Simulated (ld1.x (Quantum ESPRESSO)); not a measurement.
# Ru: generating and testing a TM potential

Task: generate the file, and judge it by its errors in other configurations, its logarithmic derivatives, its ghosts and its cutoff.

The numbers are computed with ld1.x (Quantum ESPRESSO) 7.5 (PBE, scalar-relativistic, spin-unpolarised reference atom).

## Step 1: The atom and the settings

Typed settings, in words:

| Item | Value |
| --- | --- |
| element | ruthenium (Ru, Z = 44) |
| type | norm-conserving Troullier–Martins (Kleinman–Bylander form) |
| frozen core | [Ar] 3d10 |
| valence charge | 16 |
| reference configuration | 4s2 4p6 4d7 5s0 5p0 (charge +1) |
| partial waves | 4p (bound): rc 1.90 bohr; 4d (bound): rc 1.30 bohr; 4s (bound): rc 1.20 bohr |
| local potential | the s channel |
| core correction | not asked for |

## Step 2: Generating the potential

Ru.in

```
 &input
   title='Ru', zed=44., rel=1, dft='PBE', iswitch=3,
   config='[Kr] 4d7 5s0 5p0',
   nld=3, rlderiv=2.05, eminld=-8.0, emaxld=5.0, deld=0.04
 /
 &inputp
   pseudotype=2, tm=.true., lloc=0,
   nlcc=.false.,
   file_pseudopw='Ru.UPF', file_wfcaegen='ae.wfc', file_wfcncgen='nc.wfc', file_beta='beta', file_chi='chi'
 /
3
4P  2  1   6.00   0.00  1.90  1.90  0.0
4D  3  2   7.00   0.00  1.30  1.30  0.0
4S  1  0   2.00   0.00  1.20  1.20  0.0
 &test
   configts(1)='4s2 4p6 4d7 5s0 5p0'
 /
```

Launch:

```
$ ld1.x < Ru.in > Ru.out
```

What the program wrote to Ru.out (without the banner and most projector matrices):

```text
     Program LD1 v.7.5
     --------------------------- All-electron run ----------------------------

     Ru
     scalar relativistic calculation

     atomic number is 44.00
     dft =PBE   lsd =0 sic =0 latt =0  beta=0.20 tr2=1.0E-14
     Exchange-correlation= PBE
                           (   1   4   3   4   0   0   0)
     mesh =1233 r(mesh) = 101.06970 a.u. xmin = -7.00 dx = 0.01250
     1 Ry =  13.60569312 eV, c = 137.03599908

     n l     nl                  e(Ry)          e(Ha)          e(eV)
     1 0     1S 1( 2.00)     -1612.9276      -806.4638    -21944.9979
     2 0     2S 1( 2.00)      -232.3617      -116.1809     -3161.4426
     2 1     2P 1( 6.00)      -208.1583      -104.0792     -2832.1381
     3 0     3S 1( 2.00)       -41.3618       -20.6809      -562.7566
     3 1     3P 1( 6.00)       -33.4077       -16.7038      -454.5347
     4 0     4S 1( 2.00)        -6.1572        -3.0786       -83.7727
     4 1     4P 1( 6.00)        -3.9581        -1.9790       -53.8525
     3 2     3D 1(10.00)       -20.6104       -10.3052      -280.4186
     4 2     4D 1( 7.00)        -0.9219        -0.4609       -12.5430
     5 0     5S 1( 0.00)        -0.7714        -0.3857       -10.4957
     5 1     5P 1( 0.00)        -0.4498        -0.2249        -6.1204

     final scf error:  1.4E-15 reached in  33 iterations

     Etot =   -9060.974636 Ry,   -4530.487318 Ha, -123280.840289 eV

     Ekin =    9369.976327 Ry,    4684.988164 Ha,  127485.022478 eV
     Encl =  -21835.090324 Ry,  -10917.545162 Ha, -297081.538259 eV
     Eh   =    3670.593462 Ry,    1835.296731 Ha,   49940.968223 eV
     Exc  =    -266.454101 Ry,    -133.227051 Ha,   -3625.292731 eV

     normalization and overlap integrals

     s(1S/1S) =  1.000000  <r> =   0.0334  <r2> =    0.0015  r(max) =   0.0216
     s(2S/2S) =  1.000000  <r> =   0.1457  <r2> =    0.0250  r(max) =   0.1229
     s(2P/2P) =  1.000000  <r> =   0.1270  <r2> =    0.0197  r(max) =   0.0981
     s(3S/3S) =  1.000000  <r> =   0.4027  <r2> =    0.1856  r(max) =   0.3600
     s(3P/3P) =  1.000000  <r> =   0.4030  <r2> =    0.1888  r(max) =   0.3555
     s(4S/4S) =  1.000000  <r> =   1.0197  <r2> =    1.1789  r(max) =   0.9193
     s(4P/4P) =  1.000000  <r> =   1.1293  <r2> =    1.4633  r(max) =   0.9785
     s(3D/3D) =  1.000000  <r> =   0.3841  <r2> =    0.1767  r(max) =   0.3022
     s(4D/4D) =  1.000000  <r> =   1.6422  <r2> =    3.3079  r(max) =   1.2102
     s(5S/5S) =  1.000000  <r> =   3.0598  <r2> =   10.6397  r(max) =   2.5943
     s(5P/5P) =  1.000000  <r> =   3.9514  <r2> =   17.8269  r(max) =   3.3311

     ------------------------ End of All-electron run ------------------------

     --------------------- Generating NC pseudopotential ---------------------

      Generating local pot.: lloc=0, matching radius rcloc =   1.2000

      Wfc   4P  rcut= 1.898  Using Troullier-Martins method

      Wfc   4D  rcut= 1.304  Using Troullier-Martins method

     ------------------- End of pseudopotential generation -------------------

     [... the all-electron block is printed once more ...]


     Computing logarithmic derivative in   2.05871
     Computing logarithmic derivative in   2.05871
     Computing the partial wave expansion
       no projector for channel:   0
     R is outside the sphere for l=    1 j= 0.00
     R is outside the sphere for l=    2 j= 0.00

     ---------------------- Testing the pseudopotential ----------------------

     Ru
     scalar relativistic calculation

     atomic number is 44.00   valence charge is 16.00
     dft =PBE   lsd =0 sic =0 latt =0  beta=0.20 tr2=1.0E-14
     mesh =1233 r(mesh) = 101.06970 xmin = -7.00 dx = 0.01250

     n l     nl             e AE (Ry)        e PS (Ry)    De AE-PS (Ry)
     1 0     4S   1( 2.00)       -6.15718       -6.15723        0.00005
     2 1     4P   1( 6.00)       -3.95809       -3.95809       -0.00000
     3 2     4D   1( 7.00)       -0.92189       -0.92188       -0.00002
     2 0     5S   1( 0.00)       -0.77142       -0.78538        0.01396  !
     3 1     5P   1( 0.00)       -0.44984       -0.46169        0.01185  !

     eps = 8.6E-15  iter = 23

     Etot =   -9060.974636 Ry,   -4530.487318 Ha, -123280.840289 eV
     Etotps =  -189.157113 Ry,     -94.578557 Ha,   -2573.613638 eV

     Ekin =      66.252790 Ry,      33.126395 Ha,     901.415130 eV
     Encl =    -382.319144 Ry,    -191.159572 Ha,   -5201.716943 eV
     Ehrt =     152.518016 Ry,      76.259008 Ha,    2075.113317 eV
     Ecxc =     -19.518915 Ry,      -9.759458 Ha,    -265.568372 eV
     Epseu=      -6.089860 Ry,      -3.044930 Ha,     -82.856771 eV

     ---------------------- End of pseudopotential test ----------------------
```

Wall time 2.1 s (1 thread, shared host). (Generation and the later configuration tests together.)

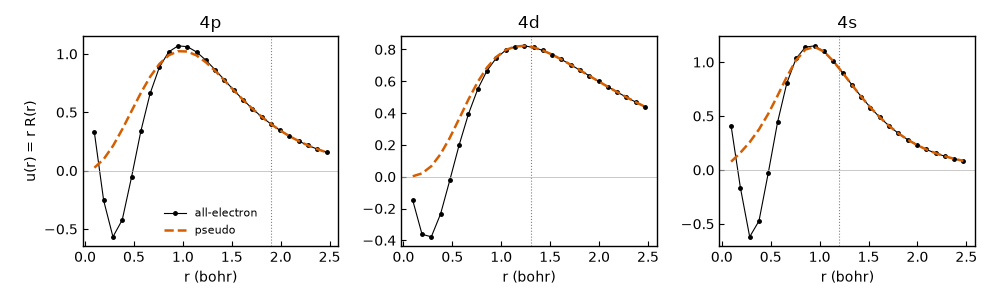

All-electron and pseudo partial waves (4p, 4d, 4s), with the matching radii dotted. The curves join 26 sampled radii, too few to resolve the innermost nodes.

## Step 3: Transferability test

Ru.test.in

```
 &input
   title='Ru', zed=44., rel=1, dft='PBE', iswitch=2,
   config='[Kr] 4d7 5s0 5p0'
 /
 &test
   file_pseudo='Ru.UPF', nconf=8,
   configts(1)='4s2 4p6 4d7 5s0 5p0',
   configts(2)='4s2 4p6 4d7 5s1 5p0',
   configts(3)='4s2 4p6 4d6 5s0 5p0',
   configts(4)='4s2 4p6 4d5 5s0 5p0',
   configts(5)='4s2 4p6 4d6 5s1 5p1',
   configts(6)='4s2 4p6 4d4 5s0 5p0',
   configts(7)='4s2 4p6 4d7.5 5s0.5 5p0',
   configts(8)='4s2 4p6 4d7 5s0.5 5p0'
 /
```

Launch:

```
$ ld1.x < Ru.test.in > Ru.test.out
```

Ru.test.out, the pseudopotential blocks:

```text
     ---------------------- Testing the pseudopotential ----------------------

     Ru
     scalar relativistic calculation

     atomic number is 44.00   valence charge is 16.00
     dft =PBE   lsd =0 sic =0 latt =0  beta=0.20 tr2=1.0E-14
     mesh =1233 r(mesh) = 101.06970 xmin = -7.00 dx = 0.01250

     n l     nl             e AE (Ry)        e PS (Ry)    De AE-PS (Ry)
     1 0     4S   1( 2.00)       -6.15718       -6.15723        0.00005
     2 1     4P   1( 6.00)       -3.95809       -3.95809       -0.00000
     3 2     4D   1( 7.00)       -0.92189       -0.92188       -0.00002
     2 0     5S   1( 0.00)       -0.77142       -0.78538        0.01396  !
     3 1     5P   1( 0.00)       -0.44984       -0.46169        0.01185  !

     eps = 8.8E-15  iter = 23

     Etot =   -9060.974636 Ry,   -4530.487318 Ha, -123280.840289 eV
     Etotps =  -189.157113 Ry,     -94.578557 Ha,   -2573.613638 eV

     Ekin =      66.252790 Ry,      33.126395 Ha,     901.415130 eV
     Encl =    -382.319144 Ry,    -191.159572 Ha,   -5201.716943 eV
     Ehrt =     152.518016 Ry,      76.259008 Ha,    2075.113317 eV
     Ecxc =     -19.518915 Ry,      -9.759458 Ha,    -265.568372 eV
     Epseu=      -6.089860 Ry,      -3.044930 Ha,     -82.856771 eV

     ---------------------- End of pseudopotential test ----------------------

     ---------------------- Testing the pseudopotential ----------------------

     Ru
     [...]
     n l     nl             e AE (Ry)        e PS (Ry)    De AE-PS (Ry)
     1 0     4S   1( 2.00)       -5.61314       -5.60595       -0.00719  !
     2 1     4P   1( 6.00)       -3.41149       -3.40477       -0.00673  !
     3 2     4D   1( 7.00)       -0.38235       -0.37693       -0.00542  !
     2 0     5S   1( 1.00)       -0.31159       -0.31908        0.00749  !
     3 1     5P   1( 0.00)       -0.06706       -0.07011        0.00305

     eps = 2.9E-15  iter = 21

     Etot =   -9061.510603 Ry,   -4530.755302 Ha, -123288.132501 eV
     Etotps =  -189.703799 Ry,     -94.851900 Ha,   -2581.051676 eV
     dEtot_ae =      -0.535968 Ry
     dEtot_ps =      -0.546686 Ry,   Delta E=       0.010718 Ry

     [...]
     ---------------------- End of pseudopotential test ----------------------

     ---------------------- Testing the pseudopotential ----------------------

     Ru
     [...]
     n l     nl             e AE (Ry)        e PS (Ry)    De AE-PS (Ry)
     1 0     4S   1( 2.00)       -7.09306       -7.09064       -0.00242
     2 1     4P   1( 6.00)       -4.88131       -4.87964       -0.00167
     3 2     4D   1( 6.00)       -1.77401       -1.77329       -0.00072
     2 0     5S   1( 0.00)       -1.40128       -1.42225        0.02097  !
     3 1     5P   1( 0.00)       -0.98924       -1.01509        0.02585  !

     eps = 5.7E-15  iter = 22

     Etot =   -9059.637961 Ry,   -4529.818980 Ha, -123262.653900 eV
     Etotps =  -187.820701 Ry,     -93.910351 Ha,   -2555.430822 eV
     dEtot_ae =       1.336675 Ry
     dEtot_ps =       1.336412 Ry,   Delta E=       0.000263 Ry

     [...]
     ---------------------- End of pseudopotential test ----------------------

     ---------------------- Testing the pseudopotential ----------------------

     Ru
     [...]
     n l     nl             e AE (Ry)        e PS (Ry)    De AE-PS (Ry)
     1 0     4S   1( 2.00)       -8.16389       -8.15694       -0.00695  !
     2 1     4P   1( 6.00)       -5.93311       -5.92852       -0.00459
     3 2     4D   1( 5.00)       -2.74533       -2.74280       -0.00253
     2 0     5S   1( 0.00)       -2.11289       -2.14277        0.02987  !
     3 1     5P   1( 0.00)       -1.61922       -1.66754        0.04832  !

     eps = 1.5E-15  iter = 18

     Etot =   -9057.387242 Ry,   -4528.693621 Ha, -123232.031306 eV
     Etotps =  -185.571346 Ry,     -92.785673 Ha,   -2524.826789 eV
     dEtot_ae =       3.587394 Ry
     dEtot_ps =       3.585767 Ry,   Delta E=       0.001627 Ry

     [...]
     ---------------------- End of pseudopotential test ----------------------

     ---------------------- Testing the pseudopotential ----------------------

     Ru
     [...]
     n l     nl             e AE (Ry)        e PS (Ry)    De AE-PS (Ry)
     1 0     4S   1( 2.00)       -5.97341       -5.94957       -0.02384  !
     2 1     4P   1( 6.00)       -3.76083       -3.73868       -0.02215  !
     3 2     4D   1( 6.00)       -0.67286       -0.65516       -0.01770  !
     2 0     5S   1( 1.00)       -0.45387       -0.45815        0.00427
     3 1     5P   1( 1.00)       -0.15422       -0.15719        0.00297

     eps = 1.2E-15  iter = 20

     Etot =   -9061.095102 Ry,   -4530.547551 Ha, -123282.479317 eV
     Etotps =  -189.302430 Ry,     -94.651215 Ha,   -2575.590764 eV
     dEtot_ae =      -0.120466 Ry
     dEtot_ps =      -0.145316 Ry,   Delta E=       0.024850 Ry

     [...]
     ---------------------- End of pseudopotential test ----------------------

     ---------------------- Testing the pseudopotential ----------------------

     Ru
     [...]
     n l     nl             e AE (Ry)        e PS (Ry)    De AE-PS (Ry)
     1 0     4S   1( 2.00)       -9.34080       -9.32678       -0.01402  !
     2 1     4P   1( 6.00)       -7.08572       -7.07668       -0.00904  !
     3 2     4D   1( 4.00)       -3.81315       -3.80714       -0.00601  !
     2 0     5S   1( 0.00)       -2.89250       -2.93346        0.04096  !
     3 1     5P   1( 0.00)       -2.32348       -2.40686        0.08338  !

     eps = 2.4E-16  iter = 16

     Etot =   -9054.115645 Ry,   -4527.057823 Ha, -123187.518967 eV
     Etotps =  -182.303571 Ry,     -91.151786 Ha,   -2480.366443 eV
     dEtot_ae =       6.858991 Ry
     dEtot_ps =       6.853542 Ry,   Delta E=       0.005448 Ry

     [...]
     ---------------------- End of pseudopotential test ----------------------

     ---------------------- Testing the pseudopotential ----------------------

     Ru
     [...]
     n l     nl             e AE (Ry)        e PS (Ry)    De AE-PS (Ry)
     1 0     4S   1( 2.00)       -5.50515       -5.50242       -0.00273
     2 1     4P   1( 6.00)       -3.30795       -3.30528       -0.00267
     3 2     4D   1( 7.50)       -0.30249       -0.30007       -0.00242
     2 0     5S   1( 0.50)       -0.27921       -0.28725        0.00804  !
     3 1     5P   1( 0.00)       -0.05202       -0.05494        0.00293

     eps = 2.0E-15  iter = 24

     Etot =   -9061.533934 Ry,   -4530.766967 Ha, -123288.449923 eV
     Etotps =  -189.721243 Ry,     -94.860622 Ha,   -2581.289015 eV
     dEtot_ae =      -0.559298 Ry
     dEtot_ps =      -0.564130 Ry,   Delta E=       0.004832 Ry

     [...]
     ---------------------- End of pseudopotential test ----------------------

     ---------------------- Testing the pseudopotential ----------------------

     Ru
     [...]
     n l     nl             e AE (Ry)        e PS (Ry)    De AE-PS (Ry)
     1 0     4S   1( 2.00)       -5.87273       -5.86888       -0.00385
     2 1     4P   1( 6.00)       -3.67244       -3.66883       -0.00361
     3 2     4D   1( 7.00)       -0.64088       -0.63800       -0.00288
     2 0     5S   1( 0.50)       -0.53337       -0.54392        0.01056  !
     3 1     5P   1( 0.00)       -0.24815       -0.25522        0.00707  !

     eps = 5.3E-15  iter = 23

     Etot =   -9061.300168 Ry,   -4530.650084 Ha, -123285.269375 eV
     Etotps =  -189.488817 Ry,     -94.744409 Ha,   -2578.126696 eV
     dEtot_ae =      -0.325532 Ry
     dEtot_ps =      -0.331704 Ry,   Delta E=       0.006172 Ry

     [...]
     ---------------------- End of pseudopotential test ----------------------
```

Energies count from the reference configuration 4s2 4p6 4d7 5s0 5p0; the error is all-electron less pseudo. The frozen-core shift comes from a second all-electron run, not shown, with the core orbitals held at their reference shape; it is that run's ΔE less the relaxed one.

| valence configuration | charge | ΔE all-electron (eV) | error AE − PS (meV) | frozen-core shift (meV) |
| --- | --- | --- | --- | --- |
| 4s2 4p6 4d7 5s1 5p0 | 0 | -7.292 | +146 | -1.7 |
| 4s2 4p6 4d6 5s0 5p0 | +2 | 18.186 | +3.6 | -1.5 |
| 4s2 4p6 4d5 5s0 5p0 | +3 | 48.809 | +22 | -2.1 |
| 4s2 4p6 4d6 5s1 5p1 | 0 | -1.639 | +338 | -4.5 |
| 4s2 4p6 4d4 5s0 5p0 | +4 | 93.321 | +74 | +1.6 |
| 4s2 4p6 4d7.5 5s0.5 5p0 | 0 | -7.610 | +66 | -0.2 |
| 4s2 4p6 4d7 5s0.5 5p0 | +0.5 | -4.429 | +84 | -0.9 |

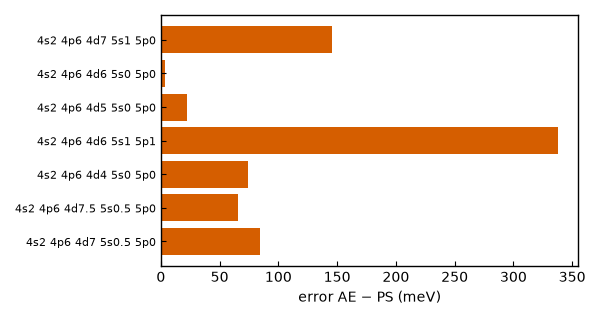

Error of the potential in each test configuration.

## Step 4: Does it scatter like the atom?

Taken from the files of the generation run. The phase is arctan(r·u′/u) with u = r·R, unwrapped, with energies in Ry. A pole is an energy at which the radial function vanishes at the test radius. The pseudo phase is shifted by a multiple of π to meet the all-electron one at the reference energy. Levels narrower than the energy grid can be missing from the poles. The last column is the largest difference on the grid between −1 and +1 Ry.

| channel | radius (bohr) | reference (Ry) | poles AE | poles PS | window around the reference with phases within 0.05 rad (Ry) | largest difference near zero (rad) |
| --- | --- | --- | --- | --- | --- | --- |
| s | 2.06 | -6.16 | -5.97 | -5.97 | below -0.6 | 0.173 |
| p | 2.06 | -3.96 | -3.60 | -3.60, 4.29 | below -0.2 | 0.276 |
| d | 2.06 | -0.92 | 0.16 | 0.15 | below 3.1 | 0.004 |

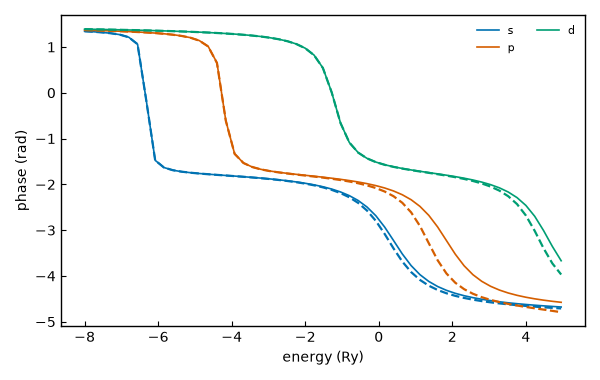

Phases by channel: all-electron solid, pseudo dashed.

## Step 5: Plane-wave convergence, by spherical Bessel functions

This step uses the generator's waves and projectors in a separate script. Basis: spherical Bessel functions vanishing at 20 bohr, q² up to the cutoff; potential fixed at the reference.

All-electron valence levels (Ry): 4p -3.9581, 5p -0.4498, 4d -0.9219, 4s -6.1572, 5s -0.7714. The lowest levels of each channel (Ry) by cutoff; the last column sums, over occupied levels, occupation times the distance from the level at 400 Ry. A positive value at high cutoff is not a bound level.

```tsv
cutoff (Ry)	p #1	p #2	d #1	s #1	s #2	f #1	Σ f·Δε (mRy)
8	-2.8987	-0.3634	-0.3667	-5.4474	-0.7099	-0.0512	11662.5
15	-3.7885	-0.4324	-0.5886	-5.5124	-0.7191	-0.0512	4639.9
21	-3.9232	-0.4484	-0.7643	-5.7605	-0.7367	-0.0512	2105.4
35	-3.9577	-0.4585	-0.8943	-6.0790	-0.7733	-0.0512	351.7
50	-3.9579	-0.4606	-0.9193	-6.1239	-0.7826	-0.0512	86.2
60	-3.9580	-0.4610	-0.9213	-6.1259	-0.7827	-0.0512	67.2
90	-3.9581	-0.4612	-0.9218	-6.1510	-0.7845	-0.0512	12.8
100	-3.9581	-0.4614	-0.9218	-6.1543	-0.7849	-0.0512	6.1
120	-3.9581	-0.4616	-0.9219	-6.1559	-0.7853	-0.0512	2.9
160	-3.9581	-0.4617	-0.9219	-6.1566	-0.7853	-0.0512	1.2
180	-3.9581	-0.4617	-0.9219	-6.1570	-0.7853	-0.0512	0.4
230	-3.9581	-0.4617	-0.9219	-6.1572	-0.7854	-0.0512	0.1
400	-3.9581	-0.4617	-0.9219	-6.1572	-0.7854	-0.0512	0.0
```

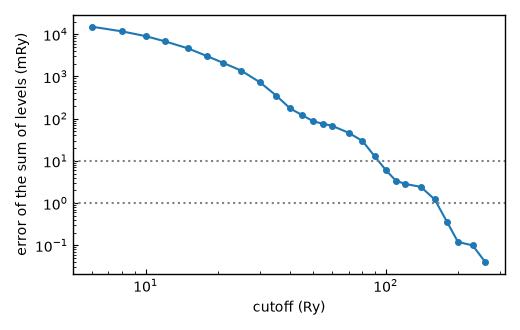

Occupation-weighted error of the valence levels against the cutoff; the dotted lines mark 10 and 1 mRy.

The sum stays within 10 mRy from 100 Ry and within 1 mRy from 180 Ry. The sum leaves out empty levels, which can need more. Ghost test: no level below the all-electron spectrum of its channel (p, d, s, f tested).

## Step 6: Summary of results

```
                                                quantity                              value
               cutoffs for 10 and 1 mRy, occupied levels                  100 Ry and 180 Ry
                                            bound ghosts                         none found
                            largest test error (AE − PS)  +338 meV, for 4s2 4p6 4d6 5s1 5p1
largest phase difference near zero energy, channels read                          0.276 rad
```

In words: By total energies transferability is poor: the largest error is 338 meV on 1.6 eV, for 4s2 4p6 4d6 5s1 5p1. Freezing the core alone would shift it much less, so the error comes from the pseudisation. By its cutoff, 100 Ry for the looser tolerance, it is hard. The slowest occupied level is 4s: taken alone it needs 160 Ry to come within 1 mRy, against 60 Ry for 4d. No bound ghost shows below the valence levels. Near zero energy the largest phase difference among the channels read is 0.28 rad, in the p channel. All of this concerns the isolated atom, not yet a solid.
